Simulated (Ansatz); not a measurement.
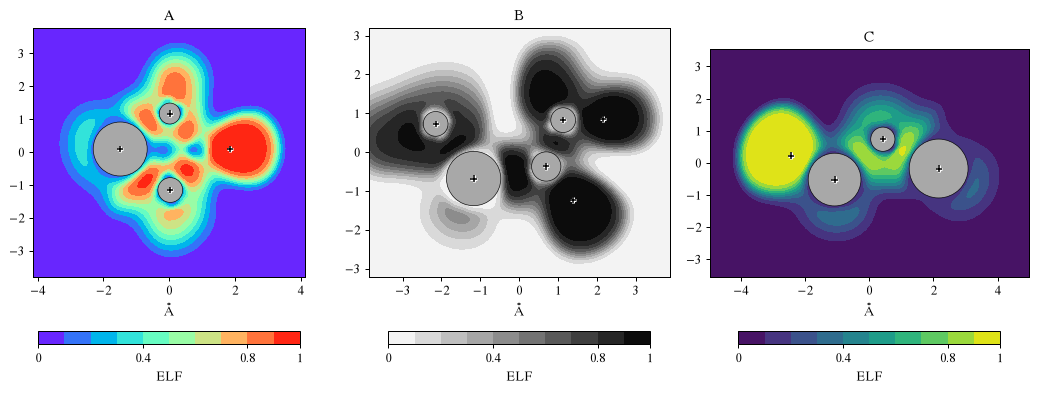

The electron localisation function of 3 systems, each on a plane through atoms (crosses mark nuclei in the plane; grey discs cover the cores).

These are results of RKS PBE0-D4/def2-TZVPP in Ansatz, not measurements.

System 1: C2H7GeN, the plane of atoms C2, Ge3 and N4. Geometry: PBE0-D4/def2-TZVP.

```csv
atom,x (Å),y (Å),z (Å)
C,-0.7884,-0.0726,-0.7684
C,-0.0678,-1.1089,0.1239
Ge,0.9540,0.4041,0.8597
N,-0.4547,1.1776,-0.0641
H,-0.3882,-0.1144,-1.7902
H,-1.8713,-0.2332,-0.8334
H,0.4714,-1.8889,-0.4095
H,-0.7253,-1.5649,0.8637
H,2.3770,0.6247,0.2891
H,0.9764,0.7020,2.3712
H,-0.4178,2.0176,-0.6215
```

System 2: CH7GaGe (SMILES [GaH2][CH2][GeH3]), the plane of atoms C2, Ge3 and H10. Geometry: PBE0-D4/def2-TZVP.

| atom | x (Å) | y (Å) | z (Å) |
| --- | --- | --- | --- |
| Ga | -1.3788 | 0.5863 | -1.0443 |
| C | 0.5061 | 0.4060 | -0.5291 |
| Ge | 0.7375 | -0.6743 | 1.0882 |
| H | -2.0340 | -0.4787 | -1.9955 |
| H | -2.2347 | 1.7734 | -0.4726 |
| H | 0.9443 | 1.3863 | -0.3267 |
| H | 1.0773 | -0.0793 | -1.3241 |
| H | 0.1731 | -2.0913 | 0.8695 |
| H | -0.0167 | -0.0353 | 2.2702 |
| H | 2.2260 | -0.7931 | 1.4644 |

System 3: CH6N2Si (SMILES N=C[SiH2]N), the plane of atoms Si3, C2 and H6. Geometry: PBE0-D4/def2-TZVP.

```csv
atom,x (Å),y (Å),z (Å)
N,-0.2987,0.3621,-1.7904
C,-0.9322,-0.1676,-0.8244
Si,-0.1051,-0.2950,0.8754
N,1.4838,0.3386,0.9679
H,-0.8553,0.3680,-2.6484
H,-1.9564,-0.5596,-0.9485
H,-0.0745,-1.7394,1.2308
H,-0.9750,0.4355,1.8361
H,2.2032,-0.1304,0.4379
H,1.5932,1.3365,0.8667
```

> Match each panel to its system.

Panel A is system 1, C2H7GeN: the plane holds C, Ge, N and H. Ge–N (1.85 Å): the ELF peaks at about 0.85 in the valence shell of N, 0.6 Å from its nucleus, and is about 0.45 at the midpoint. Panel B is system 3, CH6N2Si: the plane holds N, C, Si and H. C–N (1.27 Å): the ELF peaks at about 0.90 between the atoms: a multiple bond. Panel C is system 2, CH7GaGe: the plane holds Ga, C, Ge and H. C–Ge (1.96 Å): the ELF peaks at about 0.90 in the valence shell of C, 0.7 Å from its nucleus, and is about 0.65 at the midpoint.
